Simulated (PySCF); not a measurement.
**C3H4F2O2, SMILES `O=COC(F)CF`: what the electrons do**

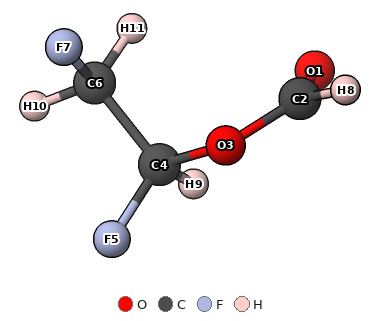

The molecule, with its atoms numbered as below. No frequency check shows the geometry to be a minimum.

Coordinates in Å:

```
O1      -2.1305   -0.4775   -0.6230
C2      -1.7803   -0.0381    0.4297
O3      -0.5924    0.4945    0.6936
C4       0.3262    0.5622   -0.3720
F5       1.1964    1.5522   -0.0582
C6       1.0643   -0.7631   -0.5885
F7       1.5130   -1.2689    0.5957
H8      -2.3885   -0.0080    1.3446
H9      -0.1870    0.8513   -1.3045
H10      1.9331   -0.5988   -1.2332
H11      0.3792   -1.4970   -1.0245
```

Part 1: Bonding charge

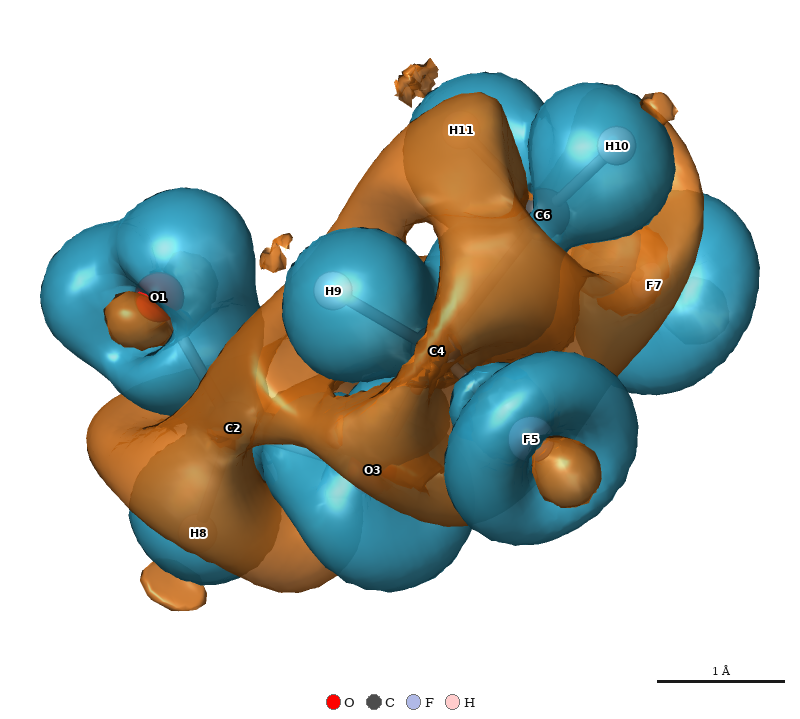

Deformation density (molecule less spherical, spin-averaged free atoms at the same positions), surfaces at ±0.05 e/Å³; light blue: gain, orange: loss.

Level of theory: r2SCAN/6-311+G** (PySCF), at a geometry from GFN2-xTB.

**Describe the bonding that the map shows.**

The five largest and four smallest: C4–H9: +0.80 e/Å³ at the bond critical point (bond length 1.10 Å). C2–H8: +0.77 e/Å³ at the bond critical point (bond length 1.10 Å). C6–H11: +0.76 e/Å³ at the bond critical point (bond length 1.09 Å). C6–H10: +0.75 e/Å³ at the bond critical point (bond length 1.09 Å). O1–C2: +0.63 e/Å³ at the bond critical point (bond length 1.19 Å). C2–O3: +0.18 e/Å³ at the bond critical point (bond length 1.33 Å). O3–C4: +0.10 e/Å³ at the bond critical point (bond length 1.41 Å); up to 0.6 Å beside the axis the gain reaches +0.35 e/Å³. C4–F5: −0.03 e/Å³ at the bond critical point (bond length 1.35 Å); up to 0.6 Å beside the axis the gain reaches +0.24 e/Å³. C6–F7: −0.10 e/Å³ at the bond critical point (bond length 1.36 Å); up to 0.6 Å beside the axis the gain reaches +0.20 e/Å³. In all, 2.5 electrons gather in the regions of gain relative to the promolecule. A small or negative value marks a very polar bond, one between electron-rich atoms, whose free-atom densities already overlap strongly, a long bond to a heavier atom, or a closed-shell contact such as a hydrogen bond.

**Where do the Hirshfeld charges lie?**

The highest Hirshfeld charge is on C2 (+0.18 e), the lowest on O1 (−0.24 e).

Part 2: Bond critical points

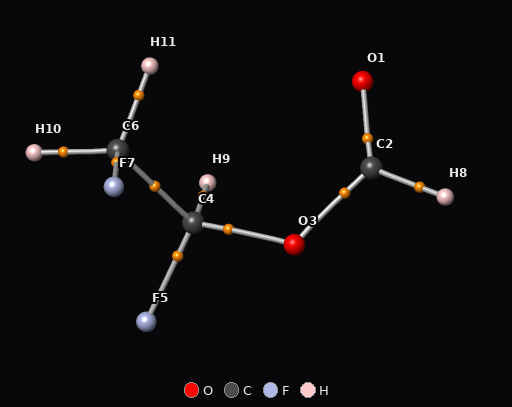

Molecular graph of the electron density (QTAIM): bond paths, bond critical points (orange), ring points (yellow, if any); weak paths are dashed.

**How many critical points of each kind are there, and does the count close?**

11 nuclei, 10 bond, 0 ring and 0 cage critical points: 11 − 10 + 0 − 0 = 1, as the Poincaré–Hopf relation requires.

**What does the calculation give at each kind of bond critical point?**

```csv
bond,length (Å),ρ (a.u.),∇²ρ (a.u.),ε,H (a.u.)
O1–C2,1.193,0.424,+0.07,0.08,−0.724
C2–O3,1.328,0.302,−0.22,0.03,−0.442
C4–H9,1.103,0.286,−1.00,0.02,−0.280
C6–H11,1.095,0.284,−0.98,0.05,−0.281
C6–H10,1.094,0.283,−0.98,0.05,−0.280
C2–H8,1.099,0.283,−0.99,0.03,−0.277
O3–C4,1.409,0.262,−0.48,0.23,−0.354
C4–F5,1.355,0.256,0.00,0.23,−0.344
C4–C6,1.532,0.256,−0.62,0.04,−0.211
C6–F7,1.364,0.244,+0.14,0.05,−0.320
```

**What kind of interaction is C4–C6?**

Shared-shell (covalent): ρ = 0.256, ∇²ρ = −0.62, H = −0.211 a.u.

Part 3: Local ionisation energy

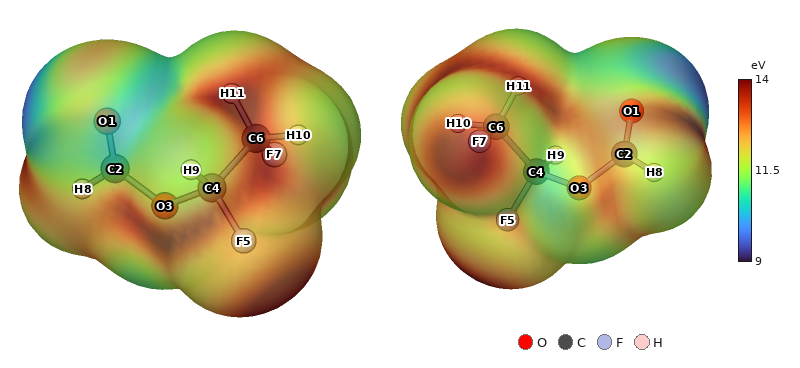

Average local ionisation energy on the surface of electron density 0.001 a.u. (back view left, front view right).

**Locate the minima of the map.**

The lowest value is 9.5 eV, 1.8 Å from O1. Further minima include 10.3 eV, near H9 (1.67 Å) and O1 (1.88 Å); 10.9 eV, 1.8 Å from O3; 11.2 eV, 1.3 Å from H8. For comparison, the highest occupied orbital lies at −7.6 eV.

Part 4: Excited states

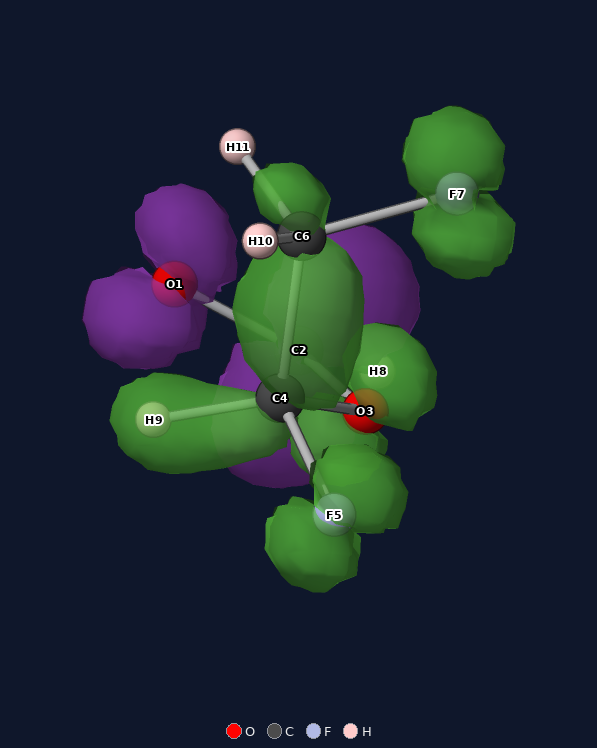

Unrelaxed difference density of S₂ less the ground state (full linear response singlet states), ±0.06 e/Å³; purple: gain, green: loss.

Level of theory: PBE0/def2-SVP (PySCF), at a geometry from GFN2-xTB. Without diffuse functions Rydberg states are missing, so the states' numbers hold for this basis only.

**How does the charge move on excitation?**

0.76 e is displaced in all, of which about 0.7 e passes between atoms: F7 (0.14 e) and C4 (0.14 e) lose electrons and C2 (0.42 e) and O1 (0.20 e) gain them. The state: 7.93 eV (156 nm), f = 0.062, charge transfer, whose energy this functional puts too low; the leading pair carries 97 %; hole on O3 (19 %), C4 (16 %) and F7 (14 %), electron on C2 (45 %), O1 (30 %) and O3 (12 %); their centroids lie 1.9 Å apart.

Part 5: Localised orbitals

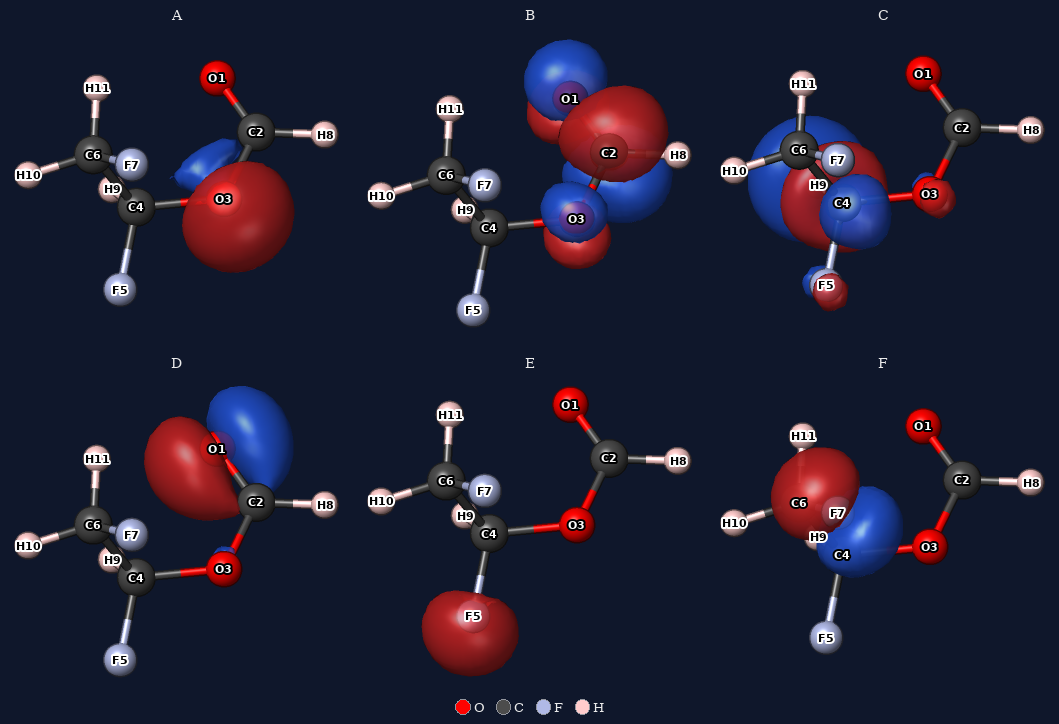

Intrinsic bond orbitals (IBO), occupied and valence-virtual; each surface holds about 85 % of the orbital's density. Energies are diagonal elements of the Fock matrix.

Computed with PySCF, B3LYP/6-311G**, geometry: GFN2-xTB.

**Name the orbitals, with their atomic make-up and energies.**

By panel:
- A: lone pair on O3 (sp1.5-type) (O3 97 %; −15.1 eV)
- B: π* orbital C2–O1 (C2 59 %, O1 30 %, O3 11 %; 0.1 eV)
- C: σ* orbital H9–C4 (H9 57 %, C4 40 %; 7.8 eV)
- D: lone pair on O1 (p-type) (O1 91 %, C2 6 %; −9.4 eV)
- E: lone pair on F5 (sp0.4-type) (F5 100 %; −24.4 eV)
- F: lone pair on F7 (p-type) (F7 98 %; −11.4 eV)

**Which has the smallest and which the largest spatial spread?**

Smallest: E (0.59 Å); largest: B (1.15 Å).

**How do all the valence pairs divide up?**

21 pairs: 10 σ bonds, 9 lone pairs, 1 strongly polarised pair and 1 two-centre π bond.

The PySCF runs shown took 47 s, 5.4 min and 23 s on 1 thread of Intel(R) Xeon(R) Platinum 8375C CPU @ 2.90GHz (Ice Lake), on a shared host.
